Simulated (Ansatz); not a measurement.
# CAM-B3LYP/3-21G run of SiH4 (silane)

Aim: the electronic atomisation energy of SiH4 (silane) at CAM-B3LYP/3-21G, from 3 runs. 

The results are computed with Ansatz 0.2.0.

53 further runs of the same task are left out: 2 that didn't finish, 51 set aside as unsound or not needed.

## Step 1: Starting point

SiH4 has 5 atoms, charge 0, and is taken as a singlet. SMILES: `[SiH4]`. The coordinates come from a PBE0-D4/def2-TZVP relaxation.

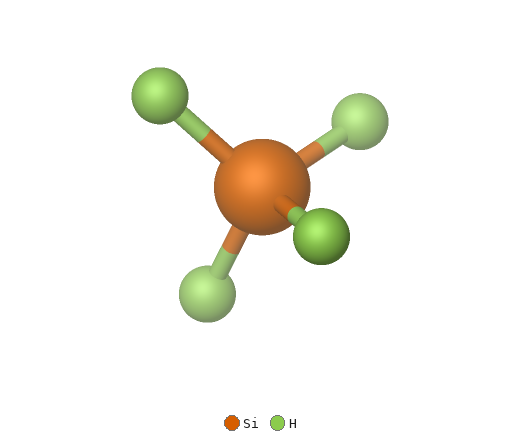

Viewed from a chosen angle; silicon orange, hydrogen green.

## Step 2: A single-point energy at CAM-B3LYP/3-21G

Contents of run.yaml:

```yaml
crystal:
  periodic: [false, false, false]
  atoms:
    - {symbol: Si, position_ang: [-0.000000, 0.000000, -0.000100]}
    - {symbol: H, position_ang: [0.967600, -0.688400, 0.890900]}
    - {symbol: H, position_ang: [-1.331000, 0.044900, 0.656000]}
    - {symbol: H, position_ang: [-0.105100, -0.740300, -1.282600]}
    - {symbol: H, position_ang: [0.468500, 1.383800, -0.264200]}
basis:
  gaussian:
    orbitals: 3-21G.json
hamiltonian:
  xc: {name: CAM-B3LYP}
accuracy: high
```

The basis set 3-21G is read from a file made from the Basis Set Exchange's data (not shown).

Launch:

```bash
$ ansatz run run.yaml --threads 1 --pin off --max-ram 2610MiB --events-out events.jsonl --progress --plain --runs-dir runs
```

Standard output:

```text
Warning: RAYON_NUM_THREADS=1 ignored (pool sized by the plan → 1); use --threads N
Functional definition: CAM-B3LYP
  name "CAM-B3LYP"
  parameter alpha = 0.19
  parameter beta = 0.46
  parameter omega = 0.33/bohr
  parameter ac = 0.81
  exchange = (1 - alpha - beta)*b88_x + beta*b88_x_sr(omega) + alpha*exact_x + beta*exact_x_lr(omega)
  correlation = (1 - ac)*vwn5_c + ac*lyp_c
426 factors; integrals over basis functions are off by at most 2.7e-9 eV
181 factors; integrals over basis functions are off by at most 1.3e-9 eV
mean field evaluation 1: about -7899.8596 eV, gradient 3.1e0 eV
mean field evaluation 2: about -7899.8988 eV, gradient 4.4e-1 eV
mean field evaluation 4: about -7899.8897 eV, gradient 1.4e-1 eV
mean field evaluation 8: about -7899.8897 eV, gradient 2.2e-4 eV
mean field -7899.88973325 eV, -290.3155929593 hartree, gradient 5.0e-9 eV, S^2 0.000000; 0 other end points of the search recorded, 0 dependent functions left out
reference -7899.88974841 eV, -290.3155935163 hartree; 9, 9 occupied and 12, 12 virtual orbitals, 426 factors
Total energy: -7899.88974841 eV, -290.3155935163 hartree
```

Run time: 0.91 s. Hardware: 1 thread of Arm Neoverse V1, shared host.

## Step 3: The H atom at the same level

Contents of in.yaml:

```yaml
crystal:
  periodic: [false, false, false]
  atoms:
    - {symbol: H, position_ang: [0.000000, 0.000000, 0.000000]}
basis:
  gaussian:
    orbitals: 3-21G.json
magnetization:
  spin_polarized: true
  initial_magnetization: 1
hamiltonian:
  xc: {name: CAM-B3LYP}
accuracy: high
```

The basis set 3-21G is read from a file made from the Basis Set Exchange's data (not shown).

Run the same way, it converges to -0.49377 Eh (log not shown).

## Step 4: The Si atom at the same level

Contents of input.yaml:

```yaml
crystal:
  periodic: [false, false, false]
  atoms:
    - {symbol: Si, position_ang: [0.000000, 0.000000, 0.000000]}
basis:
  gaussian:
    orbitals: 3-21G.json
magnetization:
  spin_polarized: true
  initial_magnetization: 2
hamiltonian:
  xc: {name: CAM-B3LYP}
accuracy: high
```

The basis set 3-21G is read from a file made from the Basis Set Exchange's data (not shown).

Run the same way, it converges to -287.85057 Eh (log not shown).

## Step 5: Outcome

At CAM-B3LYP/3-21G:

| quantity | value |
| --- | --- |
| molecule: total energy | -290.31559 Eh |
| H atom: total energy | -0.49377 Eh |
| H atom: ⟨S²⟩ | 0.750 |
| Si atom: total energy | -287.85057 Eh |
| Si atom: ⟨S²⟩ | 2.000 |
| electronic atomisation energy | 13.332 eV |

What this shows: Taking the molecule apart into free atoms costs 13.33 eV (1286 kJ/mol), before zero-point energy and without spin-orbit coupling. The basis has no polarisation functions, which makes bonds too weak.
